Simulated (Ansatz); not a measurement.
# B3LYP/cc-pVTZ run of SiCl2 (SMILES Cl[Si]Cl)

What is the vertical singlet–triplet gap of SiCl2 at B3LYP/cc-pVTZ? 

Program for the calculation: Ansatz 0.2.0.

37 further runs of the same task are left out: 1 that didn't finish, 36 set aside as unsound or not needed.

**1. The structure to begin with**

The species is SiCl2 (3 atoms), meant as a singlet with charge 0. As SMILES, `Cl[Si]Cl`. The shape is that of a PBE0-D4/def2-TZVP optimisation.

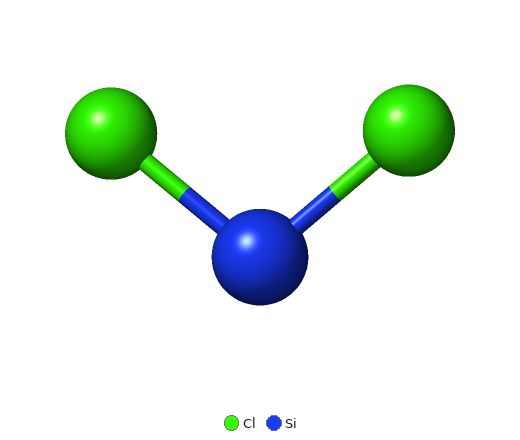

Viewed from a chosen angle; chlorine green, silicon blue.

**2. The energy at B3LYP/cc-pVTZ**

input.yaml

```yaml
crystal:
  periodic: [false, false, false]
  atoms:
    - {symbol: Cl, position_ang: [0.293800, 1.603800, 0.338000]}
    - {symbol: Si, position_ang: [-0.770100, -0.010400, -0.422000]}
    - {symbol: Cl, position_ang: [0.476300, -1.593400, 0.084000]}
basis:
  gaussian:
    orbitals: cc-pVTZ
hamiltonian:
  xc: {name: B3LYP}
accuracy: high
output: {orbitals: {seedname: orbitals}}
```

Launch:

```
$ ansatz run input.yaml --threads 1 --pin off --max-ram 3480MiB --events-out events.jsonl --progress --plain --runs-dir runs
```

The program printed:

```text
Warning: RAYON_NUM_THREADS=1 ignored (pool sized by the plan → 1); use --threads N
Functional definition: B3LYP
  name "B3LYP"
  parameter a0 = 0.2
  parameter ax = 0.72
  parameter ac = 0.81
  exchange = (1 - a0 - ax)*slater_x + ax*b88_x + a0*exact_x
  correlation = (1 - ac)*vwn_rpa_c + ac*lyp_c
1569 factors; integrals over basis functions are off by at most 3.2e-9 eV
mean field evaluation 1: about -32926.6246 eV, gradient 1.7e1 eV
mean field evaluation 2: about -32926.1211 eV, gradient 2.2e1 eV
mean field evaluation 4: about -32927.3468 eV, gradient 7.2e-1 eV
mean field evaluation 8: about -32927.4269 eV, gradient 2.9e-2 eV
mean field evaluation 16: about -32927.4269 eV, gradient 9.2e-6 eV
mean field -32927.42693972 eV, -1210.0606210232 hartree, gradient 1.5e-8 eV, S^2 0.000000; 0 other end points of the search recorded, 0 dependent functions left out
reference -32927.42696896 eV, -1210.0606220975 hartree; 24, 24 occupied and 78, 78 virtual orbitals, 1569 factors
Total energy: -32927.42696896 eV, -1210.0606220975 hartree
```

Run time: 7.8 s. Hardware: 1 thread of Arm Neoverse V1, shared host; peak memory 0.28 GiB.

**3. The triplet**

run.yaml

```yaml
basis:
  gaussian:
    orbitals: cc-pVTZ
crystal:
  periodic: [false, false, false]
  atoms:
    - {symbol: Cl, position_ang: [0.293800, 1.603800, 0.338000]}
    - {symbol: Si, position_ang: [-0.770100, -0.010400, -0.422000]}
    - {symbol: Cl, position_ang: [0.476300, -1.593400, 0.084000]}
hamiltonian:
  xc: {name: B3LYP}
output: {orbitals: {seedname: orbitals}}
magnetization:
  spin_polarized: true
  initial_magnetization: 2
accuracy: high
```

Launch:

```
$ ansatz run run.yaml --threads 1 --pin off --max-ram 3480MiB --events-out events.jsonl --progress --plain --runs-dir runs
```

The program printed, cut to the lines that bear on the results:

```text
Warning: RAYON_NUM_THREADS=1 ignored (pool sized by the plan → 1); use --threads N
[... 7 set-up lines as earlier in the session ...]
1569 factors; integrals over basis functions are off by at most 3.2e-9 eV
mean field evaluation 1: about -32924.2341 eV, gradient 9.8e0 eV
mean field evaluation 2: about -32924.1057 eV, gradient 1.2e1 eV
mean field evaluation 4: about -32924.8474 eV, gradient 7.5e-1 eV
mean field evaluation 8: about -32924.9487 eV, gradient 5.8e-2 eV
mean field evaluation 16: about -32924.9488 eV, gradient 1.3e-4 eV
mean field -32924.94877161 eV, -1209.9695500248 hartree, gradient 7.0e-8 eV, S^2 2.003158; 0 other end points of the search recorded, 0 dependent functions left out
reference -32924.94880170 eV, -1209.9695511308 hartree; 25, 23 occupied and 77, 79 virtual orbitals, 1569 factors
Total energy: -32924.94880170 eV, -1209.9695511308 hartree
```

It took 14 s on 1 thread of Arm Neoverse V1, shared host; peak memory 0.4 GiB.

**4. What came out**

Level: B3LYP/cc-pVTZ.

| quantity | value |
| --- | --- |
| singlet: total energy | -1210.06062 Eh |
| singlet: HOMO energy | -7.56 eV |
| singlet: LUMO energy | -3.03 eV |
| singlet: HOMO–LUMO gap | 4.53 eV |
| triplet: total energy | -1209.96955 Eh |
| triplet: HOMO energy (highest over α and β) | -5.14 eV |
| triplet: ⟨S²⟩ | 2.003 |
| vertical energy of the triplet above the singlet | 2.478 eV |

At this shape the triplet lies 2.48 eV (57 kcal/mol) above the singlet.
